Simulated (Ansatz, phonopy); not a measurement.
# Al (Aluminum, Fm-3m): thermal expansion from first principles, part 4 of 4

How much does Aluminum expand with temperature?

What experiment has found for this phase:
- volume expansion coefficient 69 1e-6/K and heat capacity C_P per formula unit 24.2 J/mol/K near room temperature (given in “High-Throughput Prediction of Finite-Temperature Properties using the Quasi-Harmonic Approximation”, 2016, arXiv:1603.06924)

Ansatz 0.2.0; DFT PBEsol, scalar-relativistic, plane waves, PAW (the session's first sound run).

So far, principal linear expansion coefficients at 298 K (× 1e-6/K): step 5 (the quasi-harmonic study, functional PBEsol) 22.4.

### 8. Phonons on strained cells (continued)

Level of this step: DFT PBE+D3(BJ), scalar-relativistic, plane waves, PAW (Ansatz).

Expansion coefficient against temperature; values in 1e-6/K:

| temperature (K) | volume | principal 1 |
| --- | --- | --- |
| 0 | 0 | 0 |
| 50 | 8.14 | 2.71 |
| 100 | 30.9 | 10.3 |
| 150 | 45.4 | 15.1 |
| 200 | 53.7 | 17.9 |
| 250 | 58.8 | 19.6 |
| 298 | 62.3 | 20.8 |
| 300 | 62.4 | 20.8 |
| 350 | 65.3 | 21.8 |
| 400 | 67.7 | 22.6 |
| 450 | 69.9 | 23.3 |
| 500 | 72.0 | 24.0 |
| 550 | 74.1 | 24.7 |
| 600 | 76.1 | 25.4 |
| 650 | 78.2 | 26.1 |
| 700 | 80.4 | 26.8 |
| 750 | 82.6 | 27.5 |
| 800 | 85.0 | 28.3 |
| 850 | 87.4 | 29.1 |

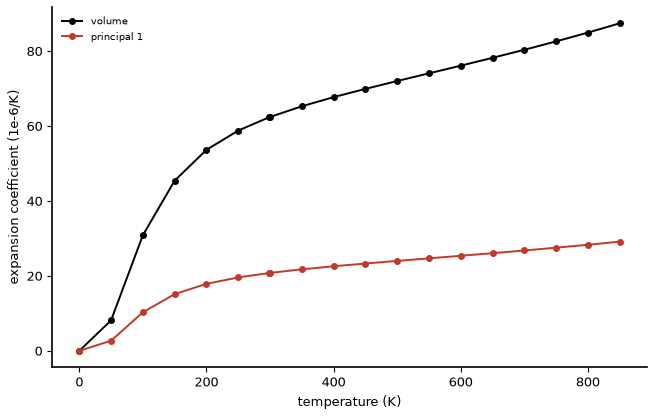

Expansion coefficient against temperature.

Changing the level of theory (PBEsol → PBE+D3(BJ)) takes the volume expansion at 298 K from 67.1 to 62.3 × 10⁻⁶/K and B_T from 72.9 to 77.5 GPa.

### 9. Quasi-harmonic fit by phonopy

This step: DFT PBE+D3(BJ), scalar-relativistic, plane waves, PAW (phonopy 4.10.0).

Numbers from this step:

| Property | Result |
| --- | --- |
| volume expansion coefficient at 300 K | 62.29 1e-6/K |
| isothermal bulk modulus at 300 K | 77.43 GPa |
| C_P at 300 K | 23.90 J/mol-atom/K |
| Grüneisen parameter at 300 K | 2.063 |

The energy (each curve on its own zero) by volume; values in meV/atom:

| volume (Å³/atom) | static | F at 0 K | F at 300 K | F at 850 K |
| --- | --- | --- | --- | --- |
| 15.779 | 0 | 3.27 | 7.1 | 18.7 |
| 16.017 | 0.97 | 3 | 5.49 | 12.9 |
| 16.298 | 4.38 | 4.99 | 5.85 | 8.32 |
| 16.564 | 9.65 | 8.96 | 8.23 | 5.95 |
| 16.835 | 16.9 | 14.9 | 12.5 | 5.36 |
| 17.110 | 25.9 | 22.6 | 18.6 | 6.43 |

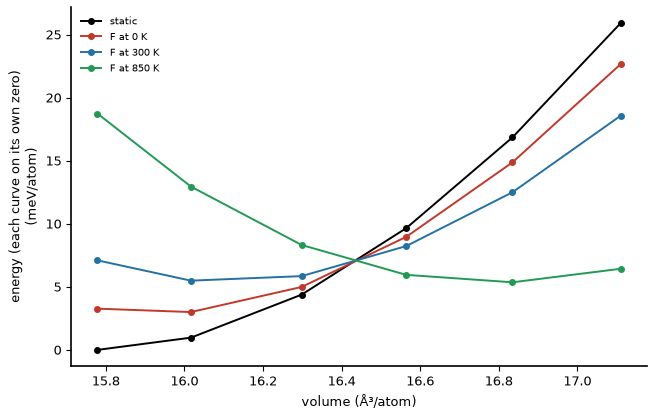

Energy (each curve on its own zero) against volume.

Phonopy-qha, vinet fit of F(V) at each temperature. Qha vinet, by row:

| T (K) | fitted volume (Å³/atom) | alpha_V (1e-6/K) | B_T (GPa) | C_P (J/mol-atom/K) | Grueneisen |
| --- | --- | --- | --- | --- | --- |
| 100 | 15.95 | 29.39 | 82.45 | 11.56 | 1.96 |
| 150 | 15.98 | 44.41 | 81.34 | 17.59 | 2.006 |
| 200 | 16.02 | 53.17 | 80.09 | 20.83 | 2.035 |
| 250 | 16.06 | 58.55 | 78.78 | 22.7 | 2.051 |
| 300 | 16.11 | 62.29 | 77.43 | 23.9 | 2.063 |
| 350 | 16.17 | 65.2 | 76.06 | 24.75 | 2.075 |
| 400 | 16.22 | 67.66 | 74.67 | 25.42 | 2.085 |
| 450 | 16.27 | 69.9 | 73.26 | 25.98 | 2.097 |
| 500 | 16.33 | 72.01 | 71.83 | 26.47 | 2.108 |
| 550 | 16.39 | 74.08 | 70.39 | 26.93 | 2.12 |
| 600 | 16.45 | 76.15 | 68.93 | 27.36 | 2.132 |
| 650 | 16.52 | 78.25 | 67.45 | 27.79 | 2.145 |
| 700 | 16.58 | 80.42 | 65.95 | 28.22 | 2.158 |
| 750 | 16.65 | 82.67 | 64.44 | 28.65 | 2.171 |
| 800 | 16.72 | 85.02 | 62.92 | 29.09 | 2.185 |

The volume expansion coefficient by temperature; values in 1e-6/K:

| temperature (K) | phonopy-qha, Vinet | Ansatz's own study |
| --- | --- | --- |
| 100 | 29.4 | 30.9 |
| 150 | 44.4 | 45.4 |
| 200 | 53.2 | 53.7 |
| 250 | 58.5 | 58.8 |
| 300 | 62.3 | 62.4 |
| 350 | 65.2 | 65.3 |
| 400 | 67.7 | 67.7 |
| 450 | 69.9 | 69.9 |
| 500 | 72.0 | 72.0 |
| 550 | 74.1 | 74.1 |
| 600 | 76.2 | 76.1 |
| 650 | 78.2 | 78.2 |
| 700 | 80.4 | 80.4 |
| 750 | 82.7 | 82.6 |
| 800 | 85.0 | 85.0 |

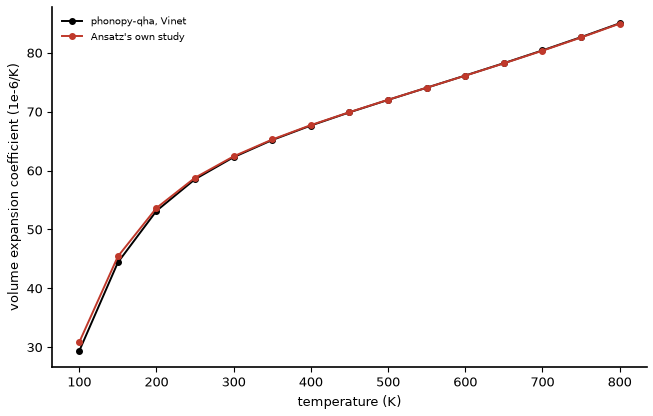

Volume expansion coefficient, plotted against temperature.

The fit gives a volume expansion of 62.3 × 10⁻⁶/K at 300 K, against 62.3 at 298 K from the study itself, whose static fit uses more cells.

### 10. Summary of results

```
settings of these figures                        : PBE+D3(BJ), 487.2 eV, k 20×20×20, q 4×4×4
volume expansion coefficient at 298 K            : 62.32 1e-6/K
C_P at 298 K                                     : 23.81 J/mol-atom/K
entropy at 298 K                                 : 26.60 J/mol-atom/K
isothermal bulk modulus at 298 K                 : 77.50 GPa
Grüneisen parameter at 298 K                     : 2.043
volume at 298 K                                  : 16.11 Å³/atom
principal linear expansion coefficients at 298 K : 20.77, 20.77, 20.77 1e-6/K
```

What this shows: Near room temperature Aluminum expands by 62.3 × 10⁻⁶/K in volume by PBE+D3(BJ), with C_P = 23.8 J/(mol K) per mole of atoms and B_T = 77.5 GPa. C_P at room temperature is 95 % of the classical 3R an atom; C_V is 92 %, and the rest is expansion work. In this metal the study includes the electrons' free energy, which adds a term that grows with temperature, so the heat capacities need not level off at 3R. The log notes that a few bands missed the eigensolver's threshold in the phonon runs. A measured volume expansion coefficient near room temperature is 69 1e-6/K (arXiv:1603.06924); the calculated 62.3 1e-6/K differs by -10 %. A measured heat capacity per formula unit near room temperature is 24.2 J/mol/K (arXiv:1603.06924); the calculated 23.8 J/mol/K differs by -2 %. The levels of theory differ by up to 4.8 × 10⁻⁶/K in the volume expansion at 298 K. The dispersion term is taken with its C6 weights frozen at the crystal at rest, in the force constants and, in the expansion study, in the energies too.

[Logs are printed without paths, hosts, clocks, repeated set-up lines and the standing remarks that a program may print on its own settings, such as how far it seeks lower states.]

[Hosts, paths, dates, database ids (printed as entryN), source tags and the programs' standing remarks are cut or masked in the printed files.]

[A step with changed settings may run another functional than the one named; its input shows which.]
